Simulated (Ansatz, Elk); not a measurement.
## ZnSn2P2: X-ray structure factors from the self-consistent density

The structure of ZnSn2P2 used here is made up (a known structure type with other elements) and was relaxed beforehand with PBEsol. The aim is the Fourier transform of its all-electron density, F(hkl), set beside the sum over free spherical atoms that refinements use.

Program: Elk 11.2.3 (patched build). Level of theory: DFT, PBE, all-electron APW+lo, Dirac cores, scalar-relativistic bands, static density, no spin. Results are calculated unless marked as measured.

The structure was built from a prototype and need not be the compound's stable phase.

## (1) Set-up

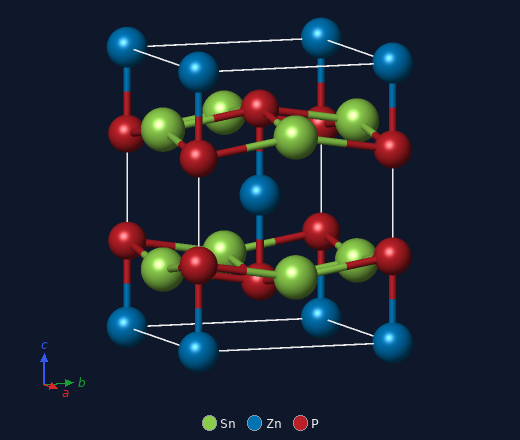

The cell as given, slightly off an axis (tin green, zinc blue, phosphorus red). This picture shows the conventional cell, with its axes. Some periodic images of atoms are drawn too.

## (2) Ground state and structure factors

An all-electron density is needed, since X-rays see the cores too. Task 0 finds the density and task 195 Fourier-transforms it; tshift is off so that phases refer to the origin typed.

Input file elk.in:

```
tasks
  0
  195

xctype
  20

spinpol
  .false.

rgkmax
  7.0

gmaxvr
  14.0

lmaxo
  7

lmaxapw
  8

swidth
  0.002

tshift
  .false.

ramdisk
  .false.

hmaxvr
  5.5

maxscl
  120

epspot
  1e-06

sppath
  './'

avec
  -5.11530514241 5.11530514241 6.97785646316
  5.11530514241 -5.11530514241 6.97785646316
  5.11530514241 5.11530514241 -6.97785646316

atoms
  3
  'Sn.in'
  2
  0.2500000000 0.7500000000 0.5000000000   0.000000 0.000000 0.000000
  0.7500000000 0.2500000000 0.5000000000   0.000000 0.000000 0.000000
  'Zn.in'
  1
  -0.0000000000 -0.0000000000 0.0000000000   0.000000 0.000000 0.000000
  'P.in'
  2
  0.3088718554 0.3088718554 -0.0000000000   0.000000 0.000000 0.000000
  0.6911281446 0.6911281446 -0.0000000000   0.000000 0.000000 0.000000

ngridk
  6 6 6
```

Started as:

```sh
$ OMP_NUM_THREADS=4 elk
```

Numbers of over 12 decimals in the logs are rounded to 6 here.

What it wrote:

```text
┌─────────────────────────┐
│ Elk code version 11.2.3 │
└─────────────────────────┘

All units are atomic (Hartree, Bohr, etc.)

┌─────────────────────────────────────────────────┐
│ Ground-state run starting from atomic densities │
└─────────────────────────────────────────────────┘

Lattice vectors :
  -5.115305142       5.115305142       6.977856463
   5.115305142      -5.115305142       6.977856463
   5.115305142       5.115305142      -6.977856463

Reciprocal lattice vectors :
 -0.2659126640E-16  0.6141554738      0.4502231696
  0.6141554738     -0.2659126640E-16  0.4502231696
  0.6141554738      0.6141554738     -0.1052356112E-16

Unit cell volume      :    730.3400458
Brillouin zone volume :   0.3396366047

Muffin-tin inner radius fraction :   0.1000000000E-01

Nuclei treated as point charges

Species : 1 (Sn)
 parameters loaded from : Sn.in
 name : tin
 nuclear charge    :   -50.00000000
 electronic charge :    50.00000000
 atomic mass :    216395.0922
 muffin-tin radius :    2.600000000
 number of radial points in muffin-tin :   1193
 inner part over the whole radius :   0.9914297220E-02
 number on inner part of muffin-tin    :    850
 approximate nuclear radius :   0.8828114845E-04
 number of mesh points to nuclear radius :    428
 atomic positions (lattice), magnetic fields (Cartesian) :
  1 :   0.25000000 -0.25000000  0.50000000    0.00000000  0.00000000  0.00000000
  2 :  -0.25000000  0.25000000  0.50000000    0.00000000  0.00000000  0.00000000

Species : 2 (Zn)
 parameters loaded from : Zn.in
 name : zinc
 nuclear charge    :   -30.00000000
 electronic charge :    30.00000000
 atomic mass :    119233.3130
 muffin-tin radius :    2.222883623
 number of radial points in muffin-tin :    993
 inner part over the whole radius :   0.9911189983E-02
 number on inner part of muffin-tin    :    700
 approximate nuclear radius :   0.7484757725E-04
 number of mesh points to nuclear radius :    339
 atomic positions (lattice), magnetic fields (Cartesian) :
  1 :   0.00000000  0.00000000  0.00000000    0.00000000  0.00000000  0.00000000

Species : 3 (P)
 parameters loaded from : P.in
 name : phosphorus
 nuclear charge    :   -15.00000000
 electronic charge :    15.00000000
 atomic mass :    56461.71230
 muffin-tin radius :    2.037643322
 number of radial points in muffin-tin :    793
 inner part over the whole radius :   0.9836489613E-02
 number on inner part of muffin-tin    :    552
 approximate nuclear radius :   0.6081821256E-04
 number of mesh points to nuclear radius :    250
 atomic positions (lattice), magnetic fields (Cartesian) :
  1 :   0.30887186  0.30887186  0.00000000    0.00000000  0.00000000  0.00000000
  2 :  -0.30887186 -0.30887186  0.00000000    0.00000000  0.00000000  0.00000000

Total number of atoms per unit cell :    5
Total muffin-tin volume :    264.1295657
 ratio of muffin-tin to unit cell volume :   0.3616528591

Spin treatment :
 spin-unpolarised

Number of Bravais lattice symmetries :   16
Number of crystal symmetries         :   16
Crystal has inversion symmetry
Real symmetric eigensolver will be used

k-point grid :      6     6     6
k-point offset :    0.000000000       0.000000000       0.000000000
k-point set is reduced with full crystal symmetry group
Total number of k-points :       30

Muffin-tin radius times maximum |G+k| :    7.000000000
 using average radius
Maximum |G+k| for APW functions       :    3.043962577
Maximum (1/2)|G+k|²                   :    4.632854086
Maximum |G| for potential and density :    14.00000000
Constant for pseudocharge density :    9
 order of it for each species :   16  16  16
 order of it for pair densities of each species (exact exchange by exxq0 0: 17) :   13   9   6
Radial integration step length :    1

G-vector grid sizes :     45    45    45
Number of G-vectors :    33859

Maximum angular momentum used for
 APW functions            :    8
 outer part of muffin-tin :    7
 inner part of muffin-tin :    2

Total nuclear charge    :   -160.0000000
[...]
electron entropic           :    -0.84038165763649E-03
 total energy                :     -14839.885631218

Density of states at Fermi energy :    69.14949680
 (states/Hartree/unit cell)

Estimated indirect band gap :   0.7517634458E-03
 from k-point 8 to k-point 7
Estimated direct band gap   :   0.1385174424E-01
 at k-point 19

Charges :
 core                        :    92.00000000
 valence                     :    68.00000000
 interstitial                :    9.573205347
 muffin-tins (core leakage)
  species : 1 (Sn)
   atom 1                    :    47.93687643     (  0.6761912301E-04)
[...]
species : 2 (Zn)
[...]
species : 3 (P)
[...]
total in muffin-tins        :    150.4267947
 total calculated charge     :    159.9977086
 total charge                :    160.0000000
 error                       :   0.2291356123E-02

RMS change in Kohn-Sham potential (target) :   0.3307463365     (  0.1000000000E-05)
Absolute change in total energy (target)   :   0.2825879251     (  0.1000000000E-03)

[... loops 3 to 14 left out ...]

┌──────────────────┐
│ Loop number : 15 │
└──────────────────┘

Energies :
 Fermi                       :     0.241364
 sum of occupied eigenvalues :     -8867.9525285987
 electron kinetic            :      15525.890138106
 core electron kinetic       :      14821.012406842
 Coulomb                     :     -29915.540244215
 Coulomb potential           :     -23809.106809793
 nuclear-nuclear             :     -1563.0427717222
 electron-nuclear            :     -32926.512632587
 Hartree                     :      4574.0151600936
 Madelung                    :     -18010.986839319
 xc potential                :     -584.73585691139
 exchange                    :     -440.73916612915
 correlation                 :     -8.051262
 electron entropic           :    -0.68567607243464E-03
 total energy                :     -14838.441219866

Density of states at Fermi energy :    56.41730365
 (states/Hartree/unit cell)

Estimated indirect band gap :   0.4300697986E-02
 from k-point 12 to k-point 22
Estimated direct band gap   :   0.2439058218E-01
 at k-point 19

Charges :
 core                        :    92.00000000
 valence                     :    68.00000000
 interstitial                :    9.544924411
 muffin-tins (core leakage)
  species : 1 (Sn)
[...]
species : 2 (Zn)
[...]
species : 3 (P)
[...]
total in muffin-tins        :    150.4550756
 total calculated charge     :    159.9977417
 total charge                :    160.0000000
 error                       :   0.2258266627E-02

RMS change in Kohn-Sham potential (target) :   0.5188256974E-07 (  0.1000000000E-05)
Absolute change in total energy (target)   :   0.9643030353E-04 (  0.1000000000E-03)

Convergence targets achieved

┌──────────────────┐
│ Loop number : 16 │
└──────────────────┘

Energies :
 Fermi                       :     0.241364
 sum of occupied eigenvalues :     -8867.9525284116
 electron kinetic            :      15525.890136367
 core electron kinetic       :      14821.012406767
 Coulomb                     :     -29915.540245513
 Coulomb potential           :     -23809.106811599
 nuclear-nuclear             :     -1563.0427717222
 electron-nuclear            :     -32926.512633213
 Hartree                     :      4574.0151594221
 Madelung                    :     -18010.986839714
 xc potential                :     -584.73585317993
 exchange                    :     -440.73916614462
 correlation                 :     -8.051262
 electron entropic           :    -0.68567606823317E-03
 total energy                :     -14838.441222918

Density of states at Fermi energy :    56.41730326
 (states/Hartree/unit cell)

Estimated indirect band gap :   0.4300702499E-02
 from k-point 12 to k-point 22
Estimated direct band gap   :   0.2439058136E-01
 at k-point 19

Charges :
 core                        :    92.00000000
 valence                     :    68.00000000
 interstitial                :    9.544924358
 muffin-tins (core leakage)
  species : 1 (Sn)
[...]
species : 2 (Zn)
   atom 1                    :    28.62277989     (  0.2301424788E-03)
  species : 3 (P)
   atom 1                    :    12.82515479     (  0.8006077676E-03)
   atom 2                    :    12.82515479     (  0.8006077676E-03)
 total in muffin-tins        :    150.4550756
 total calculated charge     :    159.9977417
 total charge                :    160.0000000
 error                       :   0.2258266589E-02

┌──────────────────────────────┐
│ Self-consistent loop stopped │
└──────────────────────────────┘

Warning : core states of species 2 leak from the muffin-tin :   0.2301424788E-03

Warning : core states of species 3 leak from the muffin-tin :   0.8006077676E-03

Wrote STATE.OUT
```

Elapsed: 34 s, on 4 threads of Arm Neoverse V2, shared host; peak memory 0.22 GiB.

SFACRHO.OUT:

```text

h k l indices transformed by vhmat matrix:
   1.000000000       0.000000000       0.000000000    
   0.000000000       1.000000000       0.000000000    
   0.000000000       0.000000000       1.000000000    

      h      k      l  multipl.   |H|            Re(F)            Im(F)           |F|

      0      0      0      1   0.0000000       160.00000      0.15345799E-15   160.00000    
      0      1     -1      8  0.76150368       18.104046      -0.0000000       18.104046    
      1     -1      0      4  0.86854700      -37.509366      0.92395046E-15   37.509366    
     -1     -1      1      2  0.90044634      -79.985846      0.10135504E-13   79.985846    
      1     -1     -1      4   1.2283109       128.70234     -0.26464696E-13   128.70234    
     -2      0      1      8   1.2510705       90.628869      0.19004070E-13   90.628869    
      2     -1      0     16   1.4452113       16.363311      -0.0000000       16.363311    
      2      1     -2      8   1.4837436       40.797923      -0.0000000       40.797923    
      0     -2      0      8   1.5230074      -68.498139      0.17737132E-13   68.498139    
      2     -2      0      4   1.7370940       113.62418      0.12376312E-14   113.62418    
      2      2     -2      2   1.8008927       95.668330      0.17737132E-13   95.668330    
      1     -2     -1      8   1.8966769       14.747035      -0.0000000       14.747035    
      3      0     -1     16   1.9261991       36.397247      -0.0000000       36.397247    
      2     -2     -1      8   1.9421301      -32.182873      0.39718698E-13   32.182873    
     -1      3     -1      8   1.9566040      -62.015383      0.22804884E-13   62.015383    
     -2     -2      3      8   1.9993970      -47.525999      0.25338760E-13   47.525999    
     -2      0      3     16   2.1407179       74.927005      0.67781184E-13   74.927005    
     -1     -3      1      8   2.1798996       87.831227      0.63346901E-14   87.831227
```

Elk indexes on the primitive cell of elk.in and gives |H| = 4π sin θ/λ in inverse bohr. Below, one row stands for each form hkl of the conventional cell (m members, Friedel mates merged), F is for one primitive cell and the density is static (no thermal factor). Free-atom factors are Waasmaier and Kirfel's, and R is Σm||F|−|F'||/Σm|F|.

```
hkl   m  sin θ/λ (Å⁻¹)  abs F, DFT  neutral atoms   diff.
101   8          0.115      18.104         18.242  -0.138
110   4          0.131      37.509         37.763  -0.254
002   2          0.135      79.986         79.569  +0.417
200   4          0.185     128.702        128.635  +0.067
112   8          0.188      90.629         91.048  -0.419
211  16          0.217      16.363         16.459  -0.096
103   8          0.223      40.798         41.056  -0.258
202   8          0.229      68.498         68.382  +0.117
220   4          0.261     113.624        114.081  -0.457
004   2          0.271      95.668         96.043  -0.375
301   8          0.285      14.747         14.885  -0.138
213  16          0.290      36.397         36.734  -0.337
310   8          0.292      32.183         31.996  +0.187
222   8          0.294      62.015         62.063  -0.047
114   8          0.301      47.526         47.244  +0.282
312  16          0.322      74.927         75.023  -0.096
204   8          0.328      87.831         88.051  -0.220
321  16          0.340      13.388         13.485  -0.097
303   8          0.344      33.578         33.742  -0.163
105   8          0.351       3.523          3.577  -0.054
400   4          0.369      96.875         96.842  +0.034
224   8          0.376      81.598         81.736  -0.138
```

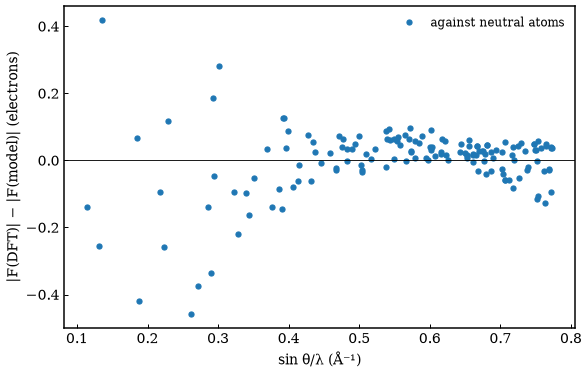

Difference between the calculated structure factors and the independent-atom ones.

## (3) The highest occupied states alone

An energy window below the Fermi level keeps the highest occupied states, to see at which angles they scatter; shallow core shells can lie inside it and anion s states outside. No new self-consistency is needed.

Edit elk.in of step 2 so:

```diff
@@ -1,3 +1,2 @@
 tasks
-  0
   195
@@ -40,2 +39,5 @@
 
+wsfac
+  -0.126130 0.541360
+
 sppath
```

Started as:

```sh
$ OMP_NUM_THREADS=4 elk
```

What it wrote:

```text
┌─────────────────────────────────┐
│ Elk code version 11.2.3 started │
└─────────────────────────────────┘

Info(readinput): the functional depends on the density's gradient
 muffin-tin radial points multiplied by    2.00000
 (not where nrmtscf is given)

┌────────────────────┐
│ Current task : 195 │
└────────────────────┘
Info(checkmt): changed muffin-tin radius of species 2 (Zn) from   2.4000 to   2.2229
Info(checkmt): changed muffin-tin radius of species 3 (P) from   2.2000 to   2.0376

Info(sfacrho): density structure factors written to SFACRHO.OUT

 Energy window :  -0.1261300000      0.5413600000

┌──────────────────┐
│ Elk code stopped │
└──────────────────┘
```

It took 11 s on 4 threads; peak memory 0.17 GiB; 14 s of CPU time.

States within 10 eV below the Fermi level hold 26.14 electrons; any levels below the window count with the cores, and a count that is not whole means the window cuts a band. Their amplitudes can exceed the total, where window and core parts have opposite phase:

```
hkl  sin θ/λ (Å⁻¹)  abs F, window  abs F, all
101          0.115          7.922      18.104
110          0.131         10.477      37.509
002          0.135          4.695      79.986
200          0.185         10.354     128.702
112          0.188          7.074      90.629
211          0.217          6.626      16.363
103          0.223          7.812      40.798
202          0.229          6.304      68.498
220          0.261          6.006     113.624
004          0.271          5.435      95.668
```

## (4) Another functional

The difference from free atoms is small, so it is set against the change that PBEsol makes.

Edit elk.in of step 3 so:

```diff
@@ -1,2 +1,3 @@
 tasks
+  0
   195
@@ -4,3 +5,3 @@
 xctype
-  20
+  22
 
@@ -39,5 +40,2 @@
 
-wsfac
-  -0.126130 0.541360
-
 sppath
```

Started as:

```sh
$ OMP_NUM_THREADS=4 elk
```

What it wrote:

```text
┌─────────────────────────┐
│ Elk code version 11.2.3 │
└─────────────────────────┘

All units are atomic (Hartree, Bohr, etc.)

┌─────────────────────────────────────────────────┐
│ Ground-state run starting from atomic densities │
└─────────────────────────────────────────────────┘

Lattice vectors :
  -5.115305142       5.115305142       6.977856463
   5.115305142      -5.115305142       6.977856463
   5.115305142       5.115305142      -6.977856463

Reciprocal lattice vectors :
 -0.2659126640E-16  0.6141554738      0.4502231696
[...]
species : 3 (P)
   atom 1                    :    12.80970658     (  0.8068810484E-03)
   atom 2                    :    12.80970658     (  0.8068810484E-03)
 total in muffin-tins        :    150.4376110
 total calculated charge     :    159.9977170
 total charge                :    160.0000000
 error                       :   0.2282995827E-02

┌──────────────────────────────┐
│ Self-consistent loop stopped │
└──────────────────────────────┘

Warning : core states of species 2 leak from the muffin-tin :   0.2344112569E-03

Warning : core states of species 3 leak from the muffin-tin :   0.8068810484E-03

Wrote STATE.OUT
[key lines of the parts left out:]
total energy                :     -14830.422093639
```

It took 33 s on 4 threads; peak memory 0.22 GiB.

Against the first run R = 0.03 %; the largest change is -0.048 at 200.

## (5) A coarser k-mesh

About half the k-points along each axis test the sampling.

Edit elk.in of step 4 so:

```diff
@@ -5,3 +5,3 @@
 xctype
-  22
+  20
 
@@ -63,2 +63,2 @@
 ngridk
-  6 6 6
+  3 3 3
```

Started as:

```sh
$ OMP_NUM_THREADS=4 elk
```

What it wrote:

```text
┌─────────────────────────┐
│ Elk code version 11.2.3 │
└─────────────────────────┘

All units are atomic (Hartree, Bohr, etc.)

┌─────────────────────────────────────────────────┐
│ Ground-state run starting from atomic densities │
└─────────────────────────────────────────────────┘

Lattice vectors :
  -5.115305142       5.115305142       6.977856463
   5.115305142      -5.115305142       6.977856463
   5.115305142       5.115305142      -6.977856463

Reciprocal lattice vectors :
 -0.2659126640E-16  0.6141554738      0.4502231696
[...]
species : 3 (P)
   atom 1                    :    12.81829901     (  0.7990738404E-03)
   atom 2                    :    12.81829901     (  0.7990738404E-03)
 total in muffin-tins        :    150.4444943
 total calculated charge     :    159.9977448
 total charge                :    160.0000000
 error                       :   0.2255162815E-02

┌──────────────────────────────┐
│ Self-consistent loop stopped │
└──────────────────────────────┘

Warning : core states of species 2 leak from the muffin-tin :   0.2299778362E-03

Warning : core states of species 3 leak from the muffin-tin :   0.7990738404E-03

Wrote STATE.OUT
[key lines of the parts left out:]
total energy                :     -14838.445936563
```

It took 20 s on 4 threads; peak memory 0.21 GiB.

Against the first run R = 0.01 %; the largest change is -0.031 at 004.

## (6) Settings against the effect

```
          run  R against the first run (%)  R against neutral atoms, low angle (%)  wall time
PBE, rgkmax 7                         0.00                                    0.45       34 s
       PBEsol                         0.03                                    0.44       33 s
 k-mesh 3×3×3                         0.01                                    0.45       20 s
```

## (7) Outcome

| Property | Result |
| --- | --- |
| R against neutral atoms, sin θ/λ < 0.3 Å⁻¹ | 0.45 % |
| R against neutral atoms, 0.3 to 0.77 Å⁻¹ | 0.15 % |

In words: Independent neutral atoms miss the calculated amplitudes by R = 0.45 % below 0.3 Å⁻¹ and 0.15 % from there to 0.77 Å⁻¹; by shells, 0.65 % below 0.15 Å⁻¹ (3 forms), 0.43 % 0.15 to 0.3 (11 forms), 0.22 % 0.3 to 0.45 (22 forms), 0.14 % above 0.45 (113 forms). Bonding, aspherical density and the tables' own atoms all enter these figures, and the runs don't part them. The largest change of an amplitude is -0.46 electrons, at 220. The window's part falls from 26.1 electrons at the origin to at most 3.12 between 0.45 and 0.77 Å⁻¹, where compact states inside the window still scatter. Below 0.3 Å⁻¹ the changes that finished (PBEsol and k-mesh 3×3×3) move F by R = 0.02 % at most, against the 0.45 % that separates it from free atoms. The basis has no finished test. Part of the difference isn't bonding: the tables are fits to free atoms and ions calculated by other methods than this functional. Thermal motion, anomalous dispersion and extinction are left out.

[Logs are printed without paths, hosts, clocks, repeated set-up lines and the standing remarks that a program may print on its own settings, such as how far it seeks lower states.]

[Hosts, paths, dates, database ids (printed as entryN), source tags and the programs' standing remarks are cut or masked in the printed files.]
